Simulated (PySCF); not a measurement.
# Cl2 (chlorine) at CCSD(T)/aug-cc-pVTZ

What is the energy change on altering one bond length of Cl2 (chlorine) at CCSD(T)/aug-cc-pVTZ? Input form: a Python script.

The results are computed with PySCF 2.14.0.

2 further runs of the same task are left out: 2 set aside as unsound or not needed.

## (1) The molecule

Cl2: 2 atoms, total charge 0, spin state singlet. As SMILES, `ClCl`. Geometry: relaxed at PBE0-D4/def2-TZVP.

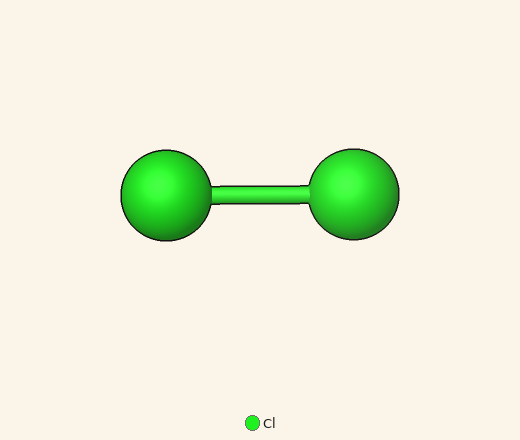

The structure, seen from a chosen angle (chlorine green).

## (2) A single-point energy at CCSD(T)/aug-cc-pVTZ

input.py

```python
from pyscf import gto, cc

system = gto.M(
    atom='''
Cl   0.845690  -0.281600   0.433600
Cl  -0.845690   0.281600  -0.433600
''',
    verbose=3,
    max_memory=1860,
    basis='aug-cc-pvtz',
)

hf = system.RHF()
hf.conv_tol = 1e-10
hf.kernel()
if not hf.converged:
    hf = hf.newton().run(hf.mo_coeff, hf.mo_occ)

mycc = cc.CCSD(hf, frozen=10)
mycc.kernel()
e_t = mycc.ccsd_t()
etot = mycc.e_tot + e_t
print(f'total energy: {etot:.8f} hartree')
```

Started as:

```console
OMP_NUM_THREADS=1 python input.py
```

Log:

```text
converged SCF energy = -919.000060750226
E(CCSD) = -919.4183436395562  E_corr = -0.4182828893301468
CCSD(T) correction = -0.018893066992311
total energy: -919.43723671 hartree
```

Run time: 22 s. Hardware: 1 thread of Arm Neoverse V1, shared host; peak memory 0.55 GiB.

## (3) The distorted shape, same level

calc.py

```python
from pyscf import gto, scf, cc

mol = gto.M(
    atom=[
    ('Cl', (1.099410, -0.366084, 0.563687)),
    ('Cl', (-0.845690, 0.281600, -0.433600)),
],
    basis='aug-cc-pvtz',
    max_memory=1860,
    charge=0,
    verbose=3,
)

mf = scf.RHF(mol)
mf.conv_tol = 1e-10
mf.kernel()
if not mf.converged:
    mf = mf.newton().run(mf.mo_coeff, mf.mo_occ)

mycc = cc.CCSD(mf, frozen=10)
mycc.kernel()
e_t = mycc.ccsd_t()
etot = mycc.e_tot + e_t
print('E(%s) = %.9f' % ('CCSD(T)', etot))
```

Started as:

```console
OMP_NUM_THREADS=1 python calc.py
```

Log:

```text
converged SCF energy = -918.974385954049
E(CCSD) = -919.4007994210883  E_corr = -0.4264134670397036
CCSD(T) correction = -0.0214239240726418
E(CCSD(T)) = -919.422223345
```

Wall time 23 s (1 thread of Arm Neoverse V1, shared host); peak memory 0.54 GiB.

## (4) Outcome

Level: CCSD(T)/aug-cc-pVTZ, 10 core orbitals frozen.

| quantity | value |
| --- | --- |
| first shape: total energy | -919.43724 Eh |
| first shape: dipole moment (Hartree–Fock density) | 0.00 D |
| first shape: HOMO energy (Hartree–Fock orbitals) | -12.07 eV |
| first shape: LUMO energy (Hartree–Fock orbitals) | 0.71 eV |
| first shape: HOMO–LUMO gap (Hartree–Fock orbitals) | 12.78 eV |
| first shape: correlation energy (10 core orbitals frozen) | -437.2 mEh |
| first shape: (T) correction | -18.89 mEh |
| first shape: T1 diagnostic | 0.008 |
| distorted shape: total energy | -919.42222 Eh |
| distorted shape: dipole moment (Hartree–Fock density) | 0.00 D |
| distorted shape: HOMO energy (Hartree–Fock orbitals) | -12.78 eV |
| distorted shape: LUMO energy (Hartree–Fock orbitals) | -1.34 eV |
| distorted shape: HOMO–LUMO gap (Hartree–Fock orbitals) | 11.43 eV |
| distorted shape: correlation energy (10 core orbitals frozen) | -447.8 mEh |
| distorted shape: (T) correction | -21.42 mEh |
| distorted shape: T1 diagnostic | 0.010 |
| energy change with the Cl1–Cl2 bond stretched from 1.982 to 2.280 Å | 0.409 eV |

What this shows: With the Cl1–Cl2 bond stretched from 1.982 to 2.280 Å the energy rises by 0.41 eV (39.4 kJ/mol). The first shape isn't relaxed at this level, so the change isn't measured from a minimum. The triples (first shape) make up 4.3 % of the correlation energy. The triples (distorted shape) make up 4.8 % of the correlation energy.
